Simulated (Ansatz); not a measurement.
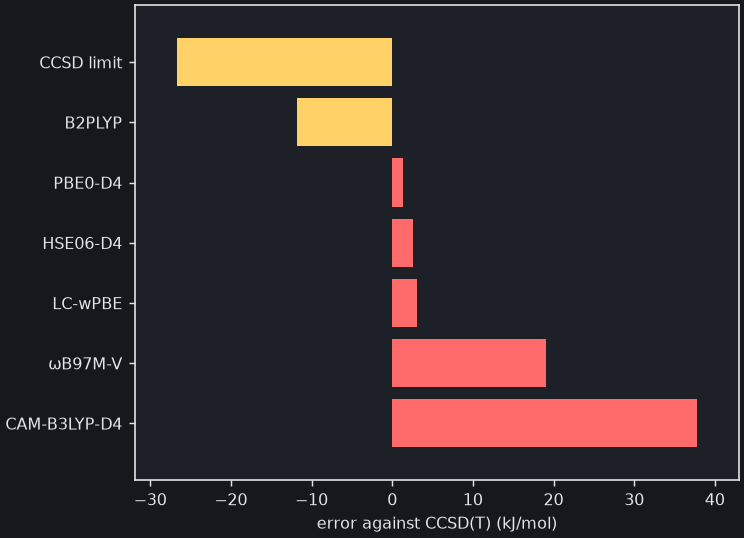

Error in the electronic atomisation energy (method less reference, so positive means overbinding) of B₂SiH₅F, SMILES B[SiH](B)F: functionals in def2-TZVPP against frozen-core CCSD(T) at the limit (MP2 extrapolated from triple and quadruple zeta, plus CCSD(T) less MP2 in a smaller set), which gives 2962.1 kJ/mol, at a PBE0-D4/def2-TZVP geometry (a minimum by its frequencies), no zero-point or spin-orbit term, the Ansatz code. The reference leaves out core correlation, a term that grows with the number of heavy atoms. B2PLYP holds a correlation term that converges slowly with the basis, so part of the distance to the limit is basis error. No dispersion term is added to B2PLYP and LC-wPBE. Limit means the basis limit.

> Which of these levels overbind, and which underbind?

Overbind: CAM-B3LYP-D4. Underbind: CCSD limit. Within 20 kJ/mol of zero, too close to call in view of what the reference leaves out: B2PLYP, PBE0-D4, HSE06-D4, LC-wPBE and ωB97M-V.

> Give the values.

| level | kJ/mol |
| --- | --- |
| CCSD limit | −26.7 |
| B2PLYP | −11.8 |
| PBE0-D4 | 1.3 |
| HSE06-D4 | 2.6 |
| LC-wPBE | 3.1 |
| ωB97M-V | 19.1 |
| CAM-B3LYP-D4 | 37.8 |
